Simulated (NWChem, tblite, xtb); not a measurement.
**A ladder of methods for CH5AlClN (SMILES C[NH][AlH][Cl])**

CH5AlClN: 9 atoms, total charge 0, spin state singlet. As SMILES, `C[NH][AlH][Cl]`. The coordinates come from a PBE0-D4/def2-TZVP relaxation. This is one conformer, not always the lowest.

```xyz
9

C     0.0289    0.7785   -1.0250
N     0.1236   -0.4964   -0.3439
Al   -0.0421   -0.8671    1.3661
Cl   -0.4368    0.7288    2.6733
H     0.9590    1.0398   -1.5422
H    -0.7809    0.7925   -1.7632
H    -0.1756    1.5702   -0.3018
H     0.3133   -1.2556   -0.9821
H     0.0991   -2.3370    1.9019
```

Each level gives the dipole moment (D). The values are calculated.

```json
{"level": "GFN1-xTB", "kind": "semi-empirical", "program": "tblite", "value (D)": "3.18", "CPU time": "under 2 s"}
{"level": "GFN2-xTB", "kind": "semi-empirical", "program": "xtb", "value (D)": "2.13", "CPU time": "under 2 s"}
{"level": "GFN0-xTB", "kind": "semi-empirical", "program": "xtb", "value (D)": "1.82", "CPU time": "under 2 s"}
{"level": "IPEA1-xTB", "kind": "semi-empirical", "program": "tblite", "value (D)": "3.67", "CPU time": "under 2 s"}
{"level": "HF/STO-3G", "kind": "Hartree–Fock", "program": "NWChem", "value (D)": "3.29", "CPU time": "3.1 s"}
{"level": "HF/3-21G", "kind": "Hartree–Fock", "program": "NWChem", "value (D)": "3.47", "CPU time": "3.5 s"}
{"level": "HF/def2-SVP", "kind": "Hartree–Fock", "program": "NWChem", "value (D)": "2.29", "CPU time": "11 s"}
{"level": "r2SCAN/6-31G** (spherical functions)", "kind": "meta-GGA", "program": "NWChem", "value (D)": "2.68", "CPU time": "36 s"}
{"level": "B3LYP/6-31G* (spherical functions)", "kind": "global hybrid", "program": "NWChem", "value (D)": "2.63", "CPU time": "27 s"}
{"level": "B3LYP/6-31G* (Cartesian functions)", "kind": "global hybrid", "program": "NWChem", "value (D)": "2.63", "CPU time": "31 s"}
```

The values span 1.82 to 3.67 D. Sets without polarisation functions give poor dipoles. Without the sets that lack polarisation functions the rows with a basis span only 2.29 to 2.68 D. Times are those of the runs behind each value, whatever else they computed, on shared processors of several kinds: orders of magnitude only.

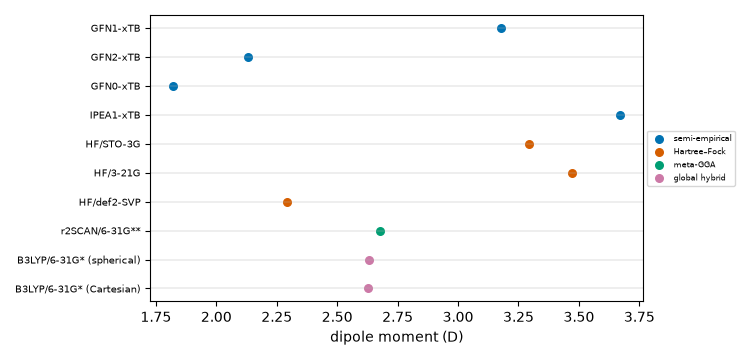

The values of the table, level by level.
